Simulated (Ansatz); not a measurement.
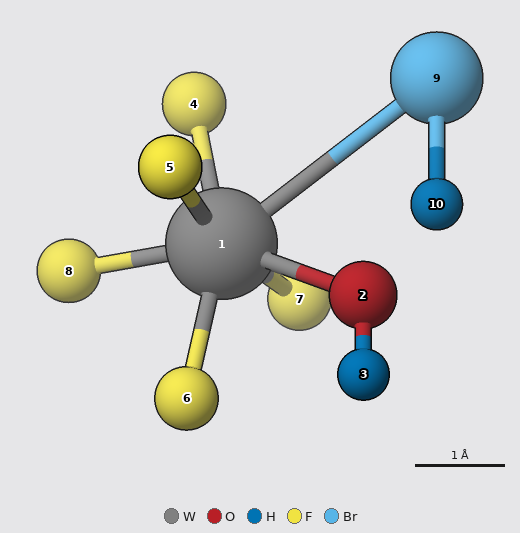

Fig. 1: The input geometry (ball-and-stick view, seen at a tilt; atoms are numbered from 1 in the order of the input). Sticks mark near contacts. Bond lengths as drawn: Br–H 1.59 Å, Br–W 3.09 Å, F–W 1.86 to 1.90 Å, H–O 0.98 Å and O–W 2.02 Å.

**WH₂BrOF₅: molecular dynamics (part 1 of 3)**

WH₂BrOF₅, computed with RKS PBE/def2-SVP (Ansatz 0.2.0).

It belongs to a series of runs on one base structure; here: dynamics from the highest image of the converged band. Figures and captions count atoms from 1; the log counts them from 0 in places.

Input file
```yaml
crystal:
  periodic: [false, false, false]
  atoms:
    - { symbol: W, position_ang: [0.111261, 0.039043, -0.006379] }
    - { symbol: O, position_ang: [-0.302208, 0.57495, 1.896394] }
    - { symbol: H, position_ang: [-1.199725, 0.402168, 2.250403] }
    - { symbol: F, position_ang: [1.71487, 0.134771, -0.968863] }
    - { symbol: F, position_ang: [-0.206302, 1.816239, -0.465192] }
    - { symbol: F, position_ang: [-1.710607, -0.418637, 0.272536] }
    - { symbol: F, position_ang: [0.720903, -1.588227, 0.666252] }
    - { symbol: F, position_ang: [-0.442623, -0.617662, -1.666599] }
    - { symbol: Br, position_ang: [2.332587, 1.25054, 1.773532] }
    - { symbol: H, position_ang: [0.866043, 1.035715, 2.346717] }
basis:
  gaussian: { orbitals: def2-SVP }
hamiltonian:
  xc: pbe
md:
  timestep: 0.5
  n_steps: 200
  ensemble: nve
  temperature: 100.0
  initial_velocities: maxwell_boltzmann
  seed: 5335
```

Run as:
```bash
ansatz run input.yaml --threads 4 --pin off --max-ram 5120MiB --backend cpu --events-out ev --progress --plain --runs-dir out
```

What the program printed
```
Engine: ansatz 0.2.0, aarch64-unknown-linux-gnu
Functional definition: PBE
  parameter kappa = 0.804
  parameter beta = 0.06672455060314922
  exchange = pbe_x(kappa = kappa, mu = beta*pi^2/3)
  correlation = pbe_c(beta = beta)
1651 factors; their error is unknown
mean field evaluation 1: about -87481.8614 eV, gradient 9.7e1 eV
mean field evaluation 2: about -87209.4277 eV, gradient 3.3e2 eV
mean field evaluation 4: about -87496.0879 eV, gradient 3.9e1 eV
mean field evaluation 8: about -87498.6326 eV, gradient 9.4e-1 eV
mean field evaluation 16: about -87498.5100 eV, gradient 8.0e-3 eV
mean field -87498.51000945 eV, -3215.5109342272 hartree, gradient 6.6e-5 eV, S^2 0.000000; 0 other end points of the search recorded, 0 dependent functions left out
the calculation of the forces begins
reference -87498.51008006 eV, -3215.5109368218 hartree; 52, 52 occupied and 106, 106 virtual orbitals, 1651 factors
md step     0: t =     0.00 fs  T =   100.0 K  F+E_penalty+E_count = -87498.51000945 eV  E_kin = 0.103408 eV  conserved = -87498.40660145 eV  (33 SCF iters)
these checks for a lower state are left out or cut short: starts, cluster_reference, orbital_swaps, neighbouring_geometries, increment
1651 factors; their error is unknown
mean field -87498.50737746 eV, -3215.5108375031 hartree, gradient 1.7e-5 eV, S^2 0.000000; 0 other end points of the search recorded, 0 dependent functions left out
the calculation of the forces begins
reference -87498.50744803 eV, -3215.5108400966 hartree; 52, 52 occupied and 106, 106 virtual orbitals, 1651 factors
md step     1: t =     0.50 fs  T =    97.5 K  F+E_penalty+E_count = -87498.50737746 eV  E_kin = 0.100873 eV  conserved = -87498.40650465 eV  (34 SCF iters)
[... from here on the SCF iterations and repeated set-up lines of each step are left out, up to the last step ...]
md step     2: t =     1.00 fs  T =    91.2 K  F+E_penalty+E_count = -87498.50066855 eV  E_kin = 0.094344 eV  conserved = -87498.40632429 eV  (34 SCF iters)
md step     3: t =     1.50 fs  T =    83.6 K  F+E_penalty+E_count = -87498.49261127 eV  E_kin = 0.086471 eV  conserved = -87498.40614027 eV  (34 SCF iters)
md step     4: t =     2.00 fs  T =    77.4 K  F+E_penalty+E_count = -87498.48606029 eV  E_kin = 0.080046 eV  conserved = -87498.40601461 eV  (34 SCF iters)
md step     5: t =     2.50 fs  T =    74.5 K  F+E_penalty+E_count = -87498.48298742 eV  E_kin = 0.077005 eV  conserved = -87498.40598286 eV  (34 SCF iters)
md step     6: t =     3.00 fs  T =    75.3 K  F+E_penalty+E_count = -87498.48389296 eV  E_kin = 0.077840 eV  conserved = -87498.40605261 eV  (34 SCF iters)
md step     7: t =     3.50 fs  T =    78.8 K  F+E_penalty+E_count = -87498.48767931 eV  E_kin = 0.081476 eV  conserved = -87498.40620376 eV  (34 SCF iters)
md step     8: t =     4.00 fs  T =    82.8 K  F+E_penalty+E_count = -87498.49198715 eV  E_kin = 0.085599 eV  conserved = -87498.40638834 eV  (34 SCF iters)
md step     9: t =     4.50 fs  T =    84.6 K  F+E_penalty+E_count = -87498.49398687 eV  E_kin = 0.087454 eV  conserved = -87498.40653313 eV  (34 SCF iters)
md step    10: t =     5.00 fs  T =    82.2 K  F+E_penalty+E_count = -87498.49153403 eV  E_kin = 0.084973 eV  conserved = -87498.40656133 eV  (34 SCF iters)
md step    11: t =     5.50 fs  T =    75.3 K  F+E_penalty+E_count = -87498.48434207 eV  E_kin = 0.077909 eV  conserved = -87498.40643258 eV  (34 SCF iters)
md step    12: t =     6.00 fs  T =    66.1 K  F+E_penalty+E_count = -87498.47453609 eV  E_kin = 0.068347 eV  conserved = -87498.40618893 eV  (34 SCF iters)
md step    13: t =     6.50 fs  T =    58.0 K  F+E_penalty+E_count = -87498.46593540 eV  E_kin = 0.059976 eV  conserved = -87498.40595925 eV  (34 SCF iters)
md step    14: t =     7.00 fs  T =    54.3 K  F+E_penalty+E_count = -87498.46207321 eV  E_kin = 0.056187 eV  conserved = -87498.40588614 eV  (34 SCF iters)
md step    15: t =     7.50 fs  T =    56.1 K  F+E_penalty+E_count = -87498.46406576 eV  E_kin = 0.058048 eV  conserved = -87498.40601810 eV  (34 SCF iters)
md step    16: t =     8.00 fs  T =    61.5 K  F+E_penalty+E_count = -87498.46989548 eV  E_kin = 0.063627 eV  conserved = -87498.40626845 eV  (34 SCF iters)
md step    17: t =     8.50 fs  T =    66.9 K  F+E_penalty+E_count = -87498.47568905 eV  E_kin = 0.069201 eV  conserved = -87498.40648814 eV  (34 SCF iters)
md step    18: t =     9.00 fs  T =    69.1 K  F+E_penalty+E_count = -87498.47797380 eV  E_kin = 0.071405 eV  conserved = -87498.40656921 eV  (34 SCF iters)
md step    19: t =     9.50 fs  T =    66.6 K  F+E_penalty+E_count = -87498.47535395 eV  E_kin = 0.068857 eV  conserved = -87498.40649731 eV  (35 SCF iters)
md step    20: t =    10.00 fs  T =    60.4 K  F+E_penalty+E_count = -87498.46880643 eV  E_kin = 0.062477 eV  conserved = -87498.40632954 eV  (34 SCF iters)
md step    21: t =    10.50 fs  T =    52.9 K  F+E_penalty+E_count = -87498.46086052 eV  E_kin = 0.054715 eV  conserved = -87498.40614525 eV  (34 SCF iters)
md step    22: t =    11.00 fs  T =    46.8 K  F+E_penalty+E_count = -87498.45436986 eV  E_kin = 0.048358 eV  conserved = -87498.40601159 eV  (34 SCF iters)
md step    23: t =    11.50 fs  T =    44.0 K  F+E_penalty+E_count = -87498.45143519 eV  E_kin = 0.045467 eV  conserved = -87498.40596860 eV  (34 SCF iters)
md step    24: t =    12.00 fs  T =    45.2 K  F+E_penalty+E_count = -87498.45273797 eV  E_kin = 0.046709 eV  conserved = -87498.40602867 eV  (34 SCF iters)
md step    25: t =    12.50 fs  T =    49.5 K  F+E_penalty+E_count = -87498.45733865 eV  E_kin = 0.051163 eV  conserved = -87498.40617529 eV  (34 SCF iters)
md step    26: t =    13.00 fs  T =    54.7 K  F+E_penalty+E_count = -87498.46295111 eV  E_kin = 0.056588 eV  conserved = -87498.40636355 eV  (34 SCF iters)
md step    27: t =    13.50 fs  T =    58.2 K  F+E_penalty+E_count = -87498.46668706 eV  E_kin = 0.060166 eV  conserved = -87498.40652125 eV  (34 SCF iters)
md step    28: t =    14.00 fs  T =    57.7 K  F+E_penalty+E_count = -87498.46620075 eV  E_kin = 0.059632 eV  conserved = -87498.40656836 eV  (34 SCF iters)
md step    29: t =    14.50 fs  T =    52.7 K  F+E_penalty+E_count = -87498.46091944 eV  E_kin = 0.054464 eV  conserved = -87498.40645566 eV  (33 SCF iters)
md step    30: t =    15.00 fs  T =    45.0 K  F+E_penalty+E_count = -87498.45273874 eV  E_kin = 0.046525 eV  conserved = -87498.40621344 eV  (34 SCF iters)
md step    31: t =    15.50 fs  T =    38.2 K  F+E_penalty+E_count = -87498.44547798 eV  E_kin = 0.039513 eV  conserved = -87498.40596470 eV  (34 SCF iters)
md step    32: t =    16.00 fs  T =    35.9 K  F+E_penalty+E_count = -87498.44297375 eV  E_kin = 0.037113 eV  conserved = -87498.40586081 eV  (34 SCF iters)
md step    33: t =    16.50 fs  T =    39.5 K  F+E_penalty+E_count = -87498.44681540 eV  E_kin = 0.040847 eV  conserved = -87498.40596879 eV  (34 SCF iters)
md step    34: t =    17.00 fs  T =    47.5 K  F+E_penalty+E_count = -87498.45535548 eV  E_kin = 0.049140 eV  conserved = -87498.40621593 eV  (34 SCF iters)
md step    35: t =    17.50 fs  T =    56.4 K  F+E_penalty+E_count = -87498.46478330 eV  E_kin = 0.058333 eV  conserved = -87498.40645051 eV  (34 SCF iters)
md step    36: t =    18.00 fs  T =    62.7 K  F+E_penalty+E_count = -87498.47139698 eV  E_kin = 0.064843 eV  conserved = -87498.40655437 eV  (34 SCF iters)
md step    37: t =    18.50 fs  T =    64.7 K  F+E_penalty+E_count = -87498.47344235 eV  E_kin = 0.066940 eV  conserved = -87498.40650197 eV  (34 SCF iters)
md step    38: t =    19.00 fs  T =    63.1 K  F+E_penalty+E_count = -87498.47157972 eV  E_kin = 0.065235 eV  conserved = -87498.40634514 eV  (34 SCF iters)
md step    39: t =    19.50 fs  T =    59.9 K  F+E_penalty+E_count = -87498.46814695 eV  E_kin = 0.061983 eV  conserved = -87498.40616385 eV  (34 SCF iters)
md step    40: t =    20.00 fs  T =    57.9 K  F+E_penalty+E_count = -87498.46593152 eV  E_kin = 0.059904 eV  conserved = -87498.40602784 eV  (36 SCF iters)
md step    41: t =    20.50 fs  T =    59.1 K  F+E_penalty+E_count = -87498.46705807 eV  E_kin = 0.061078 eV  conserved = -87498.40597975 eV  (34 SCF iters)
md step    42: t =    21.00 fs  T =    64.1 K  F+E_penalty+E_count = -87498.47228247 eV  E_kin = 0.066249 eV  conserved = -87498.40603349 eV  (34 SCF iters)
md step    43: t =    21.50 fs  T =    72.1 K  F+E_penalty+E_count = -87498.48075740 eV  E_kin = 0.074583 eV  conserved = -87498.40617476 eV  (34 SCF iters)
md step    44: t =    22.00 fs  T =    81.1 K  F+E_penalty+E_count = -87498.49026960 eV  E_kin = 0.083908 eV  conserved = -87498.40636152 eV  (34 SCF iters)
md step    45: t =    22.50 fs  T =    88.4 K  F+E_penalty+E_count = -87498.49793825 eV  E_kin = 0.091413 eV  conserved = -87498.40652496 eV  (34 SCF iters)
md step    46: t =    23.00 fs  T =    91.6 K  F+E_penalty+E_count = -87498.50131229 eV  E_kin = 0.094726 eV  conserved = -87498.40658606 eV  (34 SCF iters)
md step    47: t =    23.50 fs  T =    90.0 K  F+E_penalty+E_count = -87498.49958971 eV  E_kin = 0.093098 eV  conserved = -87498.40649139 eV  (34 SCF iters)
md step    48: t =    24.00 fs  T =    85.2 K  F+E_penalty+E_count = -87498.49438329 eV  E_kin = 0.088122 eV  conserved = -87498.40626105 eV  (34 SCF iters)
md step    49: t =    24.50 fs  T =    80.6 K  F+E_penalty+E_count = -87498.48933452 eV  E_kin = 0.083327 eV  conserved = -87498.40600742 eV  (34 SCF iters)
md step    50: t =    25.00 fs  T =    79.8 K  F+E_penalty+E_count = -87498.48836289 eV  E_kin = 0.082482 eV  conserved = -87498.40588099 eV  (33 SCF iters)
md step    51: t =    25.50 fs  T =    84.6 K  F+E_penalty+E_count = -87498.49340519 eV  E_kin = 0.087443 eV  conserved = -87498.40596201 eV  (33 SCF iters)
md step    52: t =    26.00 fs  T =    93.8 K  F+E_penalty+E_count = -87498.50322571 eV  E_kin = 0.097030 eV  conserved = -87498.40619541 eV  (34 SCF iters)
md step    53: t =    26.50 fs  T =   104.2 K  F+E_penalty+E_count = -87498.51423053 eV  E_kin = 0.107794 eV  conserved = -87498.40643697 eV  (34 SCF iters)
md step    54: t =    27.00 fs  T =   112.2 K  F+E_penalty+E_count = -87498.52262592 eV  E_kin = 0.116064 eV  conserved = -87498.40656169 eV  (34 SCF iters)
md step    55: t =    27.50 fs  T =   115.9 K  F+E_penalty+E_count = -87498.52634733 eV  E_kin = 0.119815 eV  conserved = -87498.40653239 eV  (34 SCF iters)
md step    56: t =    28.00 fs  T =   115.4 K  F+E_penalty+E_count = -87498.52570428 eV  E_kin = 0.119312 eV  conserved = -87498.40639204 eV  (34 SCF iters)
md step    57: t =    28.50 fs  T =   112.7 K  F+E_penalty+E_count = -87498.52278469 eV  E_kin = 0.116567 eV  conserved = -87498.40621736 eV  (33 SCF iters)
md step    58: t =    29.00 fs  T =   110.4 K  F+E_penalty+E_count = -87498.52028278 eV  E_kin = 0.114203 eV  conserved = -87498.40607942 eV  (33 SCF iters)
md step    59: t =    29.50 fs  T =   110.6 K  F+E_penalty+E_count = -87498.52037485 eV  E_kin = 0.114352 eV  conserved = -87498.40602333 eV  (32 SCF iters)
md step    60: t =    30.00 fs  T =   114.0 K  F+E_penalty+E_count = -87498.52397317 eV  E_kin = 0.117908 eV  conserved = -87498.40606546 eV  (33 SCF iters)
md step    61: t =    30.50 fs  T =   120.2 K  F+E_penalty+E_count = -87498.53044435 eV  E_kin = 0.124249 eV  conserved = -87498.40619489 eV  (33 SCF iters)
md step    62: t =    31.00 fs  T =   127.1 K  F+E_penalty+E_count = -87498.53779417 eV  E_kin = 0.131422 eV  conserved = -87498.40637232 eV  (37 SCF iters)
md step    63: t =    31.50 fs  T =   132.3 K  F+E_penalty+E_count = -87498.54331482 eV  E_kin = 0.136783 eV  conserved = -87498.40653148 eV  (33 SCF iters)
md step    64: t =    32.00 fs  T =   133.5 K  F+E_penalty+E_count = -87498.54464018 eV  E_kin = 0.138046 eV  conserved = -87498.40659431 eV  (33 SCF iters)
md step    65: t =    32.50 fs  T =   130.0 K  F+E_penalty+E_count = -87498.54096011 eV  E_kin = 0.134456 eV  conserved = -87498.40650378 eV  (33 SCF iters)
md step    66: t =    33.00 fs  T =   123.4 K  F+E_penalty+E_count = -87498.53384710 eV  E_kin = 0.127575 eV  conserved = -87498.40627230 eV  (33 SCF iters)
md step    67: t =    33.50 fs  T =   117.0 K  F+E_penalty+E_count = -87498.52697774 eV  E_kin = 0.120970 eV  conserved = -87498.40600743 eV  (33 SCF iters)
md step    68: t =    34.00 fs  T =   114.7 K  F+E_penalty+E_count = -87498.52444116 eV  E_kin = 0.118574 eV  conserved = -87498.40586725 eV  (33 SCF iters)
md step    69: t =    34.50 fs  T =   118.4 K  F+E_penalty+E_count = -87498.52837899 eV  E_kin = 0.122433 eV  conserved = -87498.40594597 eV  (33 SCF iters)
md step    70: t =    35.00 fs  T =   127.1 K  F+E_penalty+E_count = -87498.53758355 eV  E_kin = 0.131385 eV  conserved = -87498.40619892 eV  (33 SCF iters)
md step    71: t =    35.50 fs  T =   137.0 K  F+E_penalty+E_count = -87498.54816181 eV  E_kin = 0.141685 eV  conserved = -87498.40647669 eV  (33 SCF iters)
md step    72: t =    36.00 fs  T =   144.2 K  F+E_penalty+E_count = -87498.55576557 eV  E_kin = 0.149128 eV  conserved = -87498.40663782 eV  (33 SCF iters)
md step    73: t =    36.50 fs  T =   146.2 K  F+E_penalty+E_count = -87498.55776625 eV  E_kin = 0.151138 eV  conserved = -87498.40662845 eV  (33 SCF iters)
md step    74: t =    37.00 fs  T =   142.8 K  F+E_penalty+E_count = -87498.55415268 eV  E_kin = 0.147669 eV  conserved = -87498.40648377 eV  (33 SCF iters)
md step    75: t =    37.50 fs  T =   136.1 K  F+E_penalty+E_count = -87498.54706346 eV  E_kin = 0.140782 eV  conserved = -87498.40628171 eV  (33 SCF iters)
md step    76: t =    38.00 fs  T =   129.1 K  F+E_penalty+E_count = -87498.53960317 eV  E_kin = 0.133503 eV  conserved = -87498.40610011 eV  (33 SCF iters)
md step    77: t =    38.50 fs  T =   124.4 K  F+E_penalty+E_count = -87498.53461367 eV  E_kin = 0.128620 eV  conserved = -87498.40599346 eV  (33 SCF iters)
md step    78: t =    39.00 fs  T =   123.6 K  F+E_penalty+E_count = -87498.53378039 eV  E_kin = 0.127792 eV  conserved = -87498.40598801 eV  (33 SCF iters)
md step    79: t =    39.50 fs  T =   126.8 K  F+E_penalty+E_count = -87498.53719322 eV  E_kin = 0.131110 eV  conserved = -87498.40608320 eV  (33 SCF iters)
md step    80: t =    40.00 fs  T =   132.6 K  F+E_penalty+E_count = -87498.54337442 eV  E_kin = 0.137128 eV  conserved = -87498.40624684 eV  (32 SCF iters)
md step    81: t =    40.50 fs  T =   138.7 K  F+E_penalty+E_count = -87498.54979616 eV  E_kin = 0.143376 eV  conserved = -87498.40642029 eV  (33 SCF iters)
md step    82: t =    41.00 fs  T =   142.5 K  F+E_penalty+E_count = -87498.55384093 eV  E_kin = 0.147316 eV  conserved = -87498.40652460 eV  (33 SCF iters)
md step    83: t =    41.50 fs  T =   142.7 K  F+E_penalty+E_count = -87498.55402414 eV  E_kin = 0.147530 eV  conserved = -87498.40649379 eV  (32 SCF iters)
md step    84: t =    42.00 fs  T =   139.9 K  F+E_penalty+E_count = -87498.55096966 eV  E_kin = 0.144648 eV  conserved = -87498.40632180 eV  (33 SCF iters)
md step    85: t =    42.50 fs  T =   136.7 K  F+E_penalty+E_count = -87498.54742738 eV  E_kin = 0.141333 eV  conserved = -87498.40609468 eV  (37 SCF iters)
md step    86: t =    43.00 fs  T =   136.3 K  F+E_penalty+E_count = -87498.54691102 eV  E_kin = 0.140954 eV  conserved = -87498.40595728 eV  (33 SCF iters)
md step    87: t =    43.50 fs  T =   140.7 K  F+E_penalty+E_count = -87498.55151314 eV  E_kin = 0.145502 eV  conserved = -87498.40601152 eV  (33 SCF iters)
md step    88: t =    44.00 fs  T =   149.1 K  F+E_penalty+E_count = -87498.56039825 eV  E_kin = 0.154168 eV  conserved = -87498.40623026 eV  (33 SCF iters)
md step    89: t =    44.50 fs  T =   158.3 K  F+E_penalty+E_count = -87498.57020965 eV  E_kin = 0.163733 eV  conserved = -87498.40647650 eV  (33 SCF iters)
md step    90: t =    45.00 fs  T =   164.9 K  F+E_penalty+E_count = -87498.57711081 eV  E_kin = 0.170502 eV  conserved = -87498.40660866 eV  (34 SCF iters)
md step    91: t =    45.50 fs  T =   166.7 K  F+E_penalty+E_count = -87498.57893754 eV  E_kin = 0.172368 eV  conserved = -87498.40657003 eV  (34 SCF iters)
md step    92: t =    46.00 fs  T =   164.1 K  F+E_penalty+E_count = -87498.57613198 eV  E_kin = 0.169734 eV  conserved = -87498.40639749 eV  (33 SCF iters)
md step    93: t =    46.50 fs  T =   159.6 K  F+E_penalty+E_count = -87498.57124787 eV  E_kin = 0.165071 eV  conserved = -87498.40617691 eV  (34 SCF iters)
md step    94: t =    47.00 fs  T =   156.3 K  F+E_penalty+E_count = -87498.56765090 eV  E_kin = 0.161655 eV  conserved = -87498.40599602 eV  (33 SCF iters)
md step    95: t =    47.50 fs  T =   156.9 K  F+E_penalty+E_count = -87498.56815336 eV  E_kin = 0.162240 eV  conserved = -87498.40591367 eV  (32 SCF iters)
md step    96: t =    48.00 fs  T =   162.6 K  F+E_penalty+E_count = -87498.57405526 eV  E_kin = 0.168102 eV  conserved = -87498.40595342 eV  (33 SCF iters)
md step    97: t =    48.50 fs  T =   172.8 K  F+E_penalty+E_count = -87498.58474763 eV  E_kin = 0.178643 eV  conserved = -87498.40610433 eV  (33 SCF iters)
md step    98: t =    49.00 fs  T =   185.2 K  F+E_penalty+E_count = -87498.59788278 eV  E_kin = 0.191559 eV  conserved = -87498.40632419 eV  (33 SCF iters)
md step    99: t =    49.50 fs  T =   196.8 K  F+E_penalty+E_count = -87498.61006183 eV  E_kin = 0.203518 eV  conserved = -87498.40654370 eV  (32 SCF iters)
md step   100: t =    50.00 fs  T =   204.3 K  F+E_penalty+E_count = -87498.61795360 eV  E_kin = 0.211276 eV  conserved = -87498.40667740 eV  (33 SCF iters)
md step   101: t =    50.50 fs  T =   206.0 K  F+E_penalty+E_count = -87498.61963158 eV  E_kin = 0.212979 eV  conserved = -87498.40665268 eV  (34 SCF iters)
md step   102: t =    51.00 fs  T =   202.3 K  F+E_penalty+E_count = -87498.61565444 eV  E_kin = 0.209198 eV  conserved = -87498.40645676 eV  (32 SCF iters)
md step   103: t =    51.50 fs  T =   196.3 K  F+E_penalty+E_count = -87498.60919160 eV  E_kin = 0.203021 eV  conserved = -87498.40617108 eV  (33 SCF iters)
md step   104: t =    52.00 fs  T =   192.2 K  F+E_penalty+E_count = -87498.60471592 eV  E_kin = 0.198767 eV  conserved = -87498.40594865 eV  (32 SCF iters)
md step   105: t =    52.50 fs  T =   193.2 K  F+E_penalty+E_count = -87498.60567540 eV  E_kin = 0.199758 eV  conserved = -87498.40591755 eV  (33 SCF iters)
md step   106: t =    53.00 fs  T =   199.7 K  F+E_penalty+E_count = -87498.61258014 eV  E_kin = 0.206496 eV  conserved = -87498.40608383 eV  (32 SCF iters)
```
